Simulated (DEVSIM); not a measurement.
System: Pd/Al2O3/SiO2/n-Si capacitor, at 400 K.

```tsv
layer (left to right)	material	thickness (nm)	Nd (cm⁻³)
1	Al2O3	5.40	-
2	SiO2	1.40	-
3	Si	16000	1.3e15
```

Metal gate on the left, work function 5.2 eV. Fixed charge at the semiconductor interface 0 cm⁻² (in units of +e); interface traps 2.7e10 cm⁻² eV⁻¹, uniform in energy, neutral level at 0.3 of the gap above the valence band.

Constants are typed, rounded textbook-type inputs, not results; the design itself was drawn at random and stands for no fabricated device. Values at 300 K; Nc and Nv go as T^1.5, mobilities as T to minus their exponent, the gap by Varshni's rule with the affinity fixed.

```tsv
parameter	Al2O3	SiO2	Si
gap (eV)	6.8	9	1.124
affinity (eV)	1.35	0.9	4.05
permittivity	9	3.9	11.7
Nc (cm⁻³)	-	-	2.86e19
Nv (cm⁻³)	-	-	3.1e19
Varshni α (eV/K)	-	-	0.000473
Varshni β (K)	-	-	636
```

Model (solved in DEVSIM): 1D Poisson equation in equilibrium, Boltzmann statistics, complete ionisation; no quantum confinement or tunnelling. Metal contacts follow the ideal Schottky-Mott rule: no Fermi-level pinning, no interface dipoles.

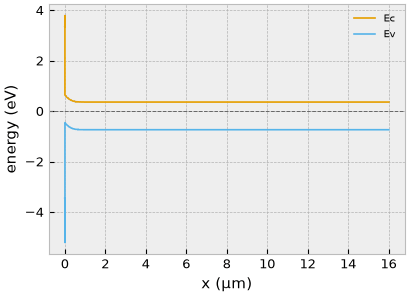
Figure: Band edges at 0.5 V on the gate

Energies count from the Fermi level of the right contact; mesh points crowd at the junctions.

| x (μm) | Ec (eV) | Ev (eV) | n (cm⁻³) | p (cm⁻³) | field (V/cm) |
|---|---|---|---|---|---|
| 0.000 | 3.350 | -3.450 | < 1e2 | < 1e2 | -12000 |
| 0.001532 | 3.348 | -3.452 | < 1e2 | < 1e2 | -12000 |
| 0.003747 | 3.345 | -3.455 | < 1e2 | < 1e2 | -12000 |
| 0.005330 | 3.344 | -3.457 | < 1e2 | < 1e2 | -12000 |
| 0.006454 | 3.790 | -5.210 | < 1e2 | < 1e2 | -28000 |
| 0.007775 | 0.638 | -0.458 | 4.0e11 | 8.1e13 | -10000 |
| 0.01135 | 0.635 | -0.462 | 4.4e11 | 7.3e13 | -9900 |
| 0.02633 | 0.620 | -0.476 | 6.7e11 | 4.8e13 | -9600 |
| 0.05910 | 0.590 | -0.506 | 1.6e12 | 2.0e13 | -8900 |
| 0.1485 | 0.519 | -0.578 | 1.3e13 | 2.5e12 | -7100 |
| 0.3747 | 0.407 | -0.689 | 3.3e14 | 9.8e10 | -3000 |
| 1.344 | 0.360 | -0.737 | 1.3e15 | 2.5e10 | ≈ 0 |
| 3.582 | 0.360 | -0.737 | 1.3e15 | 2.5e10 | ≈ 0 |
| 9.021 | 0.360 | -0.737 | 1.3e15 | 2.5e10 | ≈ 0 |
| 14.08 | 0.360 | -0.737 | 1.3e15 | 2.5e10 | ≈ 0 |
| 15.29 | 0.360 | -0.737 | 1.3e15 | 2.5e10 | ≈ 0 |
| 15.73 | 0.360 | -0.737 | 1.3e15 | 2.5e10 | ≈ 0 |
| 15.90 | 0.360 | -0.737 | 1.3e15 | 2.5e10 | ≈ 0 |
| 15.98 | 0.360 | -0.737 | 1.3e15 | 2.5e10 | ≈ 0 |
| 16.00 | 0.360 | -0.737 | 1.3e15 | 2.5e10 | ≈ 0 |
| 16.00 | 0.360 | -0.737 | 1.3e15 | 2.5e10 | ≈ 0 |
| 16.01 | 0.360 | -0.737 | 1.3e15 | 2.5e10 | ≈ 0 |
